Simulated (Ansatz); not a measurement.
# How methods differ on CH6B− ([BMeH3]-)

The species is CH6B− (8 atoms), meant as a singlet with charge -1. As SMILES, `[H][B-]([H])([H])C`. The shape is that of a GFN2-xTB optimisation.

```xyz
8

B    -0.0021    0.0030   -0.8203
C     0.0022   -0.0029    0.8288
H    -1.0102    0.0419    1.2453
H     0.5502    0.8499    1.2449
H     0.4697   -0.9054    1.2389
H     1.1515   -0.0352   -1.2491
H    -0.5462    1.0242   -1.2403
H    -0.6150   -0.9757   -1.2483
```

Each level gives the energy change with the C2–H4 bond stretched from 1.096 to 2.739 Å (eV). The values are calculated.

```json
{"level": "HF/STO-3G (restricted)", "kind": "Hartree–Fock", "program": "Ansatz", "value (eV)": "9.39", "less FCI/STO-3G": "+4.03", "CPU time (all runs)": "0.14 s"}
{"level": "revPBE/STO-3G (restricted)", "kind": "GGA", "program": "Ansatz", "value (eV)": "6.21", "less FCI/STO-3G": "+0.85", "CPU time (all runs)": "2.1 s"}
{"level": "B3LYP/STO-3G (restricted)", "kind": "global hybrid", "program": "Ansatz", "value (eV)": "6.92", "less FCI/STO-3G": "+1.56", "CPU time (all runs)": "2 s"}
{"level": "r2SCAN0/STO-3G (restricted)", "kind": "hybrid meta-GGA", "program": "Ansatz", "value (eV)": "7.58", "less FCI/STO-3G": "+2.22", "CPU time (all runs)": "4.3 s"}
{"level": "wB97M-V/STO-3G (restricted)", "kind": "range-separated hybrid", "program": "Ansatz", "value (eV)": "7.68", "less FCI/STO-3G": "+2.32", "CPU time (all runs)": "31 s"}
{"level": "RPA@PBE/STO-3G (restricted)", "kind": "RPA", "program": "Ansatz", "value (eV)": "6.09", "less FCI/STO-3G": "+0.73", "CPU time (all runs)": "3.7 s"}
{"level": "CCSDT(Q)/STO-3G (restricted)", "kind": "coupled cluster or CI", "program": "Ansatz", "value (eV)": "5.37", "less FCI/STO-3G": "+0.01", "CPU time (all runs)": "0.61 s"}
{"level": "FCI/STO-3G", "kind": "exact in the basis", "program": "Ansatz", "value (eV)": "5.36", "less FCI/STO-3G": "0.00", "CPU time (all runs)": "1.9 min"}
```

FCI/STO-3G is exact within its basis and frozen core, so for wave-function methods in that basis the difference is their error; functionals converge differently with the basis, so for them it is only a difference. Spin-restricted single references rise too steeply as a bond breaks, Hartree–Fock most of all. Perturbation and coupled-cluster corrections on them can overshoot downwards. Sets without diffuse functions describe the anion poorly. The first shape isn't each level's own minimum. The values span 5.36 to 9.39 eV. All rows use very small basis sets, so even the best lies far from the true value. Times are those of the runs behind each value, whatever else they computed, on shared processors of several kinds: orders of magnitude only.

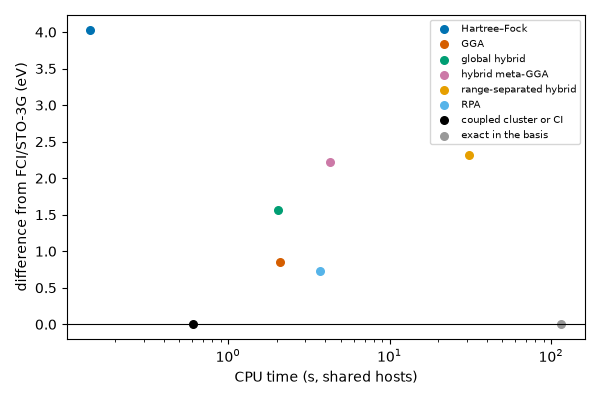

Difference from FCI/STO-3G against processor time, one point a level.
